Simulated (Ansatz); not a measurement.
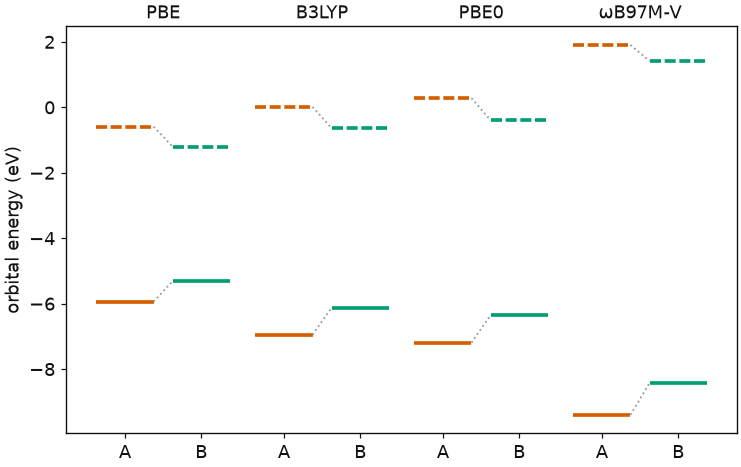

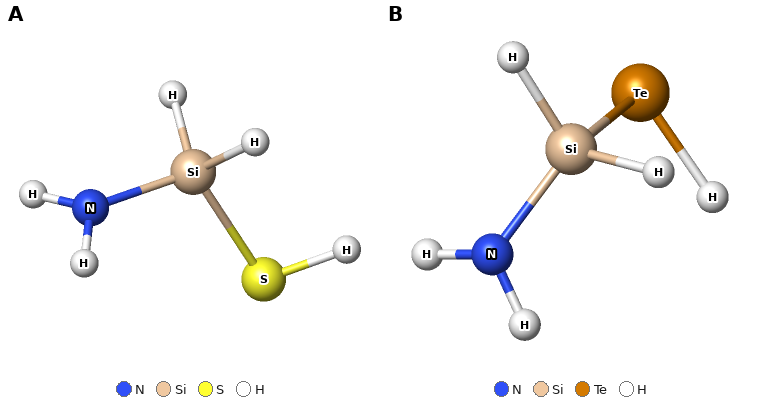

One change: A, SiNH₅S (SMILES N[SiH2]S), becomes B, SiNH₅Te (SMILES N[SiH2][TeH]). SH on Si is replaced by TeH. HOMO (solid) and LUMO (dashed) computed in def2-TZVPP at PBE0-D4/def2-TZVP geometries, both minima by their frequencies, gas phase, the Ansatz code 0.2.0. Empty levels above zero depend strongly on the basis.

Question: What does the change do to HOMO and LUMO?

Answer: PBE: the HOMO rises by 0.62 eV, the LUMO falls by 0.61 eV, and the separation goes from 5.34 to 4.12 eV. B3LYP: the HOMO rises by 0.82 eV, the LUMO falls by 0.65 eV, and the separation goes from 6.96 to 5.49 eV. PBE0: the HOMO rises by 0.84 eV, the LUMO falls by 0.68 eV, and the separation goes from 7.47 to 5.96 eV. ωB97M-V: the HOMO rises by 0.97 eV, the LUMO falls by 0.49 eV, and the separation goes from 11.31 to 9.84 eV.

Question: Do the functionals agree on the effect?

Answer: They agree on the direction for both levels; the HOMO shift lies between 0.62 and 0.97 eV and the LUMO shift between −0.68 and −0.49 eV, while the separations themselves differ by up to 6.0 eV between functionals.

Known limits of this run: core potentials past krypton; spin-orbit coupling is left out, and with Te it can shift these values.
